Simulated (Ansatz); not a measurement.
# HfN, pressure series

Start from HfN in the rock salt structure (space group Fm-3m, No. 225; a = 4.548 Å).

Cell and atoms are relaxed at each pressure.

The values are results of DFT with PBE, PAW potentials and a 420 eV plane-wave cutoff in Ansatz (a quantum-chemistry and plane-wave program), no SOC, not measurements.

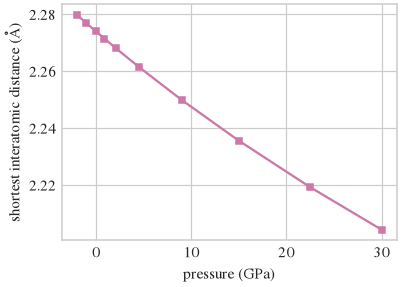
Figure: Shortest interatomic distance against pressure

```json
[
 {"pressure (GPa)": "-2", "shortest interatomic distance": "2.280 Å"},
 {"pressure (GPa)": "-1", "shortest interatomic distance": "2.277 Å"},
 {"pressure (GPa)": "0.9", "shortest interatomic distance": "2.271 Å"},
 {"pressure (GPa)": "2.1", "shortest interatomic distance": "2.268 Å"},
 {"pressure (GPa)": "4.5", "shortest interatomic distance": "2.261 Å"},
 {"pressure (GPa)": "9", "shortest interatomic distance": "2.250 Å"},
 {"pressure (GPa)": "15", "shortest interatomic distance": "2.236 Å"},
 {"pressure (GPa)": "22.5", "shortest interatomic distance": "2.219 Å"},
 {"pressure (GPa)": "30", "shortest interatomic distance": "2.204 Å"}
]
```

Load acts through the strain it causes; cell and atoms are relaxed under it. Whether these cells are dynamically stable was not tested. Competing high-pressure phases were not computed. All final runs are without spin polarisation. An odd electron count without spin: HfN.
